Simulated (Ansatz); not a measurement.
Amorphous Hf18O39Ga2

A CHGNet melt-quench gave the starting glass, which DFT then relaxed. O atoms were pushed apart under 1.9 Å during the dynamics, to hinder bonds among them. The hot cell started wider than the set density and was brought back towards it in steps. It is the lowest in DFT energy of 2 quenches. It is a model cell: composition and starting density were chosen by hand, and all elements were melted together. No dispersion term was used. Cycles of charging and discharging annealed it further.

Methods: PBE, scalar-relativistic without spin-orbit coupling (Ansatz, a quantum-chemistry and plane-wave program); r2SCAN, scalar-relativistic without spin-orbit coupling (Ansatz); HSE06, scalar-relativistic without spin-orbit coupling (Ansatz). Geometry, pressure, stress and energy are those of the PBE run. Its sampling: a 2×2×2 Γ-centred mesh; Fermi-Dirac width 0.02 eV; no spin polarisation. Other functionals are single points at the zone centre (r2SCAN at 500 eV; exact exchange cut at the cell's faces), free to take moments where seeds were set. At PBE the levels at the filled edge of the gap are localised (band-tail or defect states).

* **Number of atoms in the cell**: 59
* **Density (held, not predicted)**: 8.70 g/cm³
* **Volume per atom**: 12.86 Å³
* **Pressure on a 2×2×2 Γ-centred mesh**: 0.30 GPa
* **Largest force and stress component on that mesh (the relaxation ran on the zone centre alone)**: 0.11 eV/Å and 1.7 GPa
* **Energy relative to HfO2 (P2_1/c) + beta Ga2O3 (lowest mix at this level among the phases computed, not always the ambient ones)**: 0.173 eV/atom
* **Level gap on a 2×2×2 Γ-centred mesh (PBE)**: 4.04 eV
* **Level gap at the zone centre (PBE)**: 4.07 eV
* **Level gap at the zone centre (r2SCAN)**: 4.57 eV
* **Level gap at the zone centre (HSE06)**: 5.65 eV

Cut-offs for bonds: Hf-Hf 3.34 Å, Hf-O 2.52 Å, Hf-Ga 3.01 Å, O-O 1.58 Å, O-Ga 2.26 Å, Ga-Ga 2.68 Å. Two cations that share two anions don't count as bonded, nor two that share one unless they lie closer than Hf-Hf 3.25 Å, Hf-Ga 2.93 Å, Ga-Ga 2.61 Å.

| Item | Value |
|---|---|
| Mean coordination of Hf by anions | 6.17 (3 with 5, 9 with 6, 6 with 7) |
| Mean coordination of O | 3.10 (3 with 2, 29 with 3, 7 with 4) |
| Mean coordination of Ga by anions | 5.00 (2 with 5) |
| Mean Hf-O bond | 2.134 Å (spread 0.101 Å, 111 counted) |
| Mean O-Ga bond | 1.949 Å (spread 0.048 Å, 10 counted) |

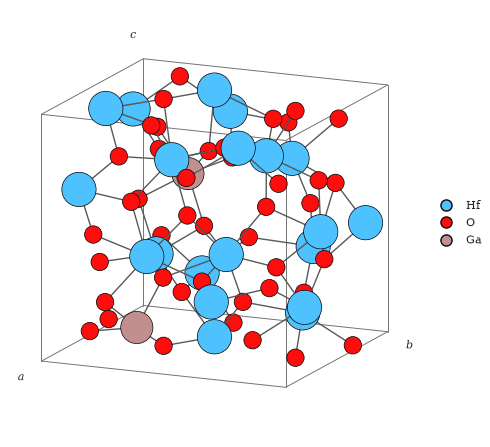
*The relaxed cell*

Its density started from a set value of 8.70 g/cm³. The quench (nominally 380 K/ps over its main leg) was far faster than any real one, so the model tends to hold more defects than a real film. Values belong to this one cell and scatter from quench to quench. The volume was held where the preparation left it and the shape relaxed, at a PBE pressure of 0.3 GPa. Stress components on the final sampling reach 1.7 GPa. Cycles of charging lowered its energy after that relaxation.
